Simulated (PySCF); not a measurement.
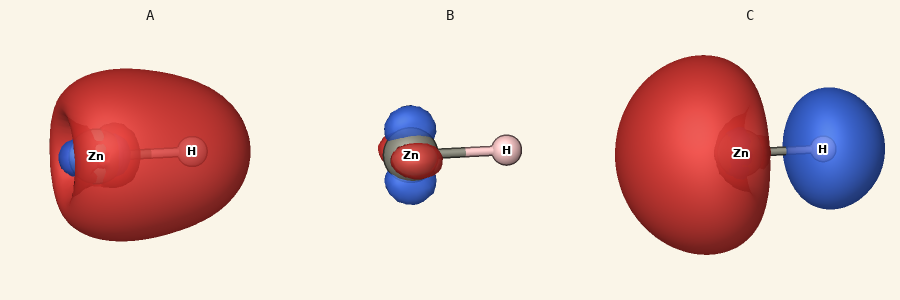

*ZnH (charge +1). Three frontier orbitals, each drawn at the value that holds 80 % of its norm (blue and red are the two phases), in no order; of a degenerate pair one member is drawn.*

Method: PBE0/6-31G(d,p), non-relativistic, at a bond length of 1.514 Å (PySCF).

> Name the orbitals and rank them from lowest to highest energy.

Orbital B: δ, occupied, −21.06 eV; almost wholly on Zn.
Orbital A: σ, occupied, −16.23 eV; shared between the atoms (Zn 60 %, H 40 %).
Orbital C: σ, empty, −9.82 eV; mainly on Zn (80 %).
